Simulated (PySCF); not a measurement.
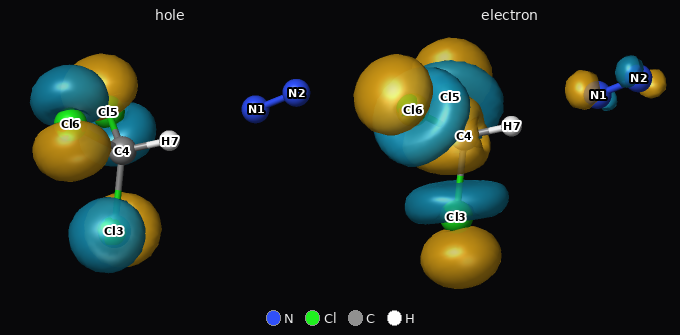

*CHCl3N2, SMILES `N#N.ClC(Cl)Cl`. Leading natural transition orbital pair of S₃ (TDA singlet states); the surfaces enclose about 78 % of each orbital's density.*

PySCF calculation, PBE0/def2-SVP, gas phase; geometry: GFN2-xTB. The pair's geometry is semi-empirical, so its contact may be too short or too long. GFN2-xTB bond lengths at metals and heavier atoms can be off by up to 0.1 Å and shapes distorted, which carries into these values. Without diffuse functions Rydberg states are missing, so the states' numbers hold for this basis only.

Question: Where does the state lie, and where do hole and electron sit?

Answer: 6.94 eV (179 nm), f = 0.000 (dark); the leading pair carries 98 %; hole on Cl3, Cl5 and Cl6 (33 % each), electron on C4 (28 %), Cl6 (23 %) and Cl3 and Cl5 (22 % each); their centroids lie 0.2 Å apart; S₁ and S₂ lie within 0.1 eV of it. In canonical orbitals it is mainly HOMO → LUMO+2 (96 %). The HOMO–LUMO gap is 7.65 eV.
